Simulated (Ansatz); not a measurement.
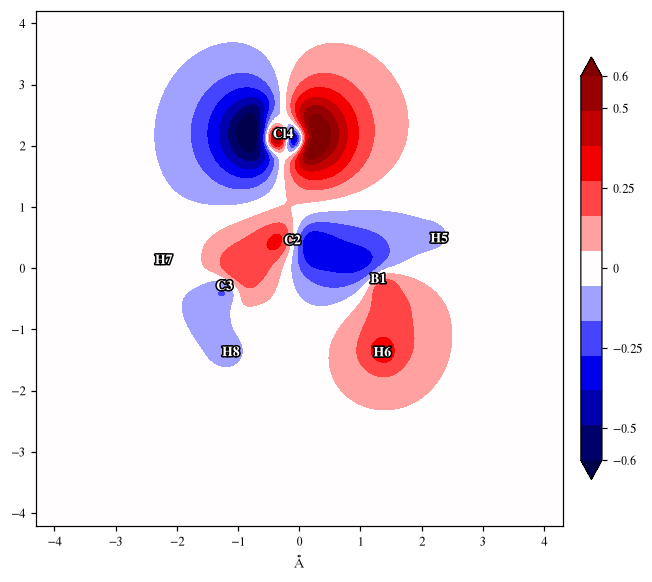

The picture shows: C₂H₄BCl (SMILES BC(=C)Cl). The HOMO−1 on the molecular plane (values in Å⁻³ᐟ²; the overall sign is arbitrary).

Geometry: PBE0-D4/def2-TZVP.

Method: Ansatz 0.2.0, RKS PBE0-D4/def2-TZVPP.

```yaml
atoms:
  - { symbol: B, position_ang: [-0.4360, 1.1605, -0.3800] }
  - { symbol: C, position_ang: [-0.1845, -0.3499, -0.2456] }
  - { symbol: C, position_ang: [0.6887, -0.8421, 0.6392] }
  - { symbol: Cl, position_ang: [-1.0587, -1.4544, -1.2711] }
  - { symbol: H, position_ang: [-1.2146, 1.6003, -1.1677] }
  - { symbol: H, position_ang: [0.1838, 1.8845, 0.3413] }
  - { symbol: H, position_ang: [0.8826, -1.9033, 0.7523] }
  - { symbol: H, position_ang: [1.2310, -0.1527, 1.2757] }
```

**Where does this orbital lie, and at what energy?**

Its weight (Hirshfeld) is mainly on Cl4 (about 75 %), C2 (about 10 %) and B1 (about 10 %); it is symmetric in the molecular plane (an in-plane orbital: σ, lone-pair or in-plane π type); largely a lone pair of Cl4. Its energy is −8.62 eV.
